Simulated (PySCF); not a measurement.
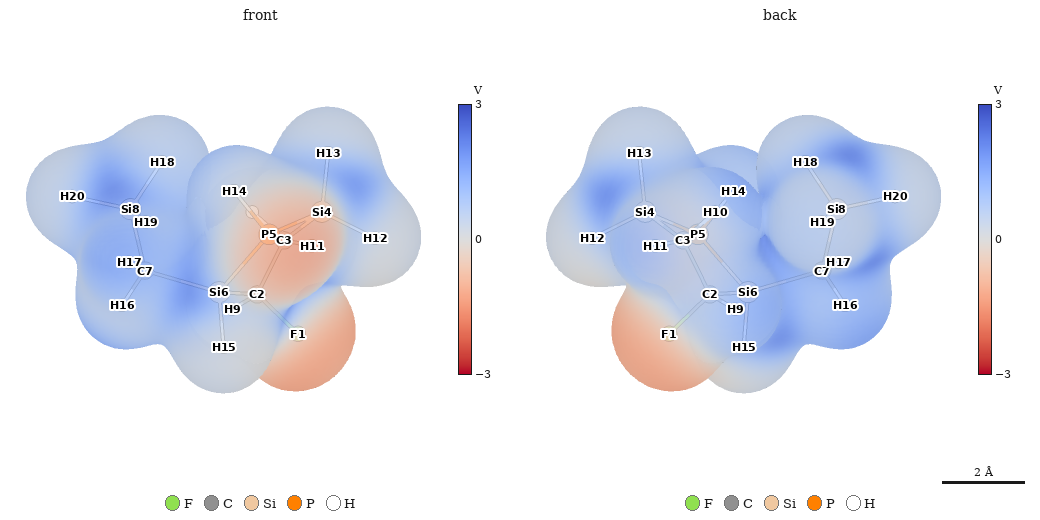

Figure. C₃H₁₂FPSi₃. The molecular electrostatic potential painted on the density surface at 0.004 e/bohr³, seen from the front and from behind; the colour scale runs from red (negative) to blue (positive).

Geometry: GFN2-xTB.

All numbers below come from PBE0/pcSseg-1, SCF density, gas phase, non-relativistic in PySCF 2.14.0.

| atom | x (Å) | y (Å) | z (Å) |
| --- | --- | --- | --- |
| F | -1.5008 | -0.8922 | -2.2617 |
| C | -0.5760 | -0.9041 | -1.2176 |
| C | -1.2946 | -1.3080 | 0.0572 |
| Si | -2.4508 | 0.1026 | 0.6497 |
| P | -1.3340 | 1.9899 | 0.1685 |
| Si | 0.1438 | 0.8928 | -1.1186 |
| C | 1.9241 | 0.9026 | -0.4415 |
| Si | 2.2805 | -0.1406 | 1.1088 |
| H | 0.1660 | -1.6556 | -1.5114 |
| H | -0.5419 | -1.5206 | 0.8180 |
| H | -1.8548 | -2.2284 | -0.1146 |
| H | -3.7045 | 0.1106 | -0.1039 |
| H | -2.7045 | -0.0429 | 2.0856 |
| H | -0.5525 | 1.9800 | 1.3092 |
| H | 0.0775 | 1.4346 | -2.4832 |
| H | 2.5945 | 0.5847 | -1.2390 |
| H | 2.1804 | 1.9400 | -0.2297 |
| H | 1.3717 | 0.2318 | 2.1968 |
| H | 2.1082 | -1.5622 | 0.7935 |
| H | 3.6626 | 0.0958 | 1.5310 |

Q: Describe the electrostatic potential map.

A: The most negative region (about −1.2 V) lies over F1 and P5, the most positive (about +2.0 V) over Si6 and Si8.

Q: How polar is the molecule by this calculation?

A: Its dipole moment is 2.83 D.
